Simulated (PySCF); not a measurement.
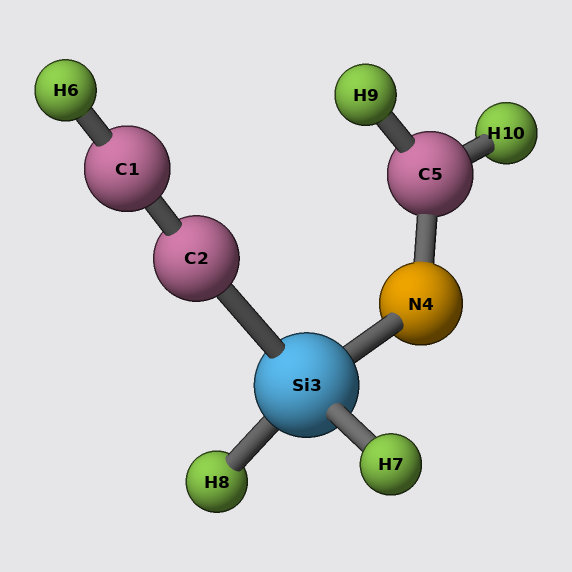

Computed geometry: PBE0-D3(BJ)/def2-SVP optimisation. No frequency run is at hand to confirm it as a minimum. Method: GIAO B97-D/pcSseg-2 NMR shielding, non-relativistic, gas phase (PySCF 2.14.0). Principal shieldings σ11 ≤ σ22 ≤ σ33, span Ω = σ33 − σ11, skew κ = 3(σiso − σ22)/Ω.

### Which C atom has the most anisotropic shielding?

C2, with a span of 280 ppm.

Give the shielding tensors of the C atoms.

| atom | σ11 | σ22 | σ33 | σiso | Ω | κ |
| --- | --- | --- | --- | --- | --- | --- |
| C1 | −3.2 | 2.2 | 240.8 | 80.0 | 243.9 | 0.96 |
| C2 | 3.7 | 11.2 | 283.7 | 99.5 | 280.0 | 0.95 |
| C5 | −88.9 | −20.1 | 120.6 | 3.9 | 209.5 | 0.34 |

Shieldings and span in ppm.
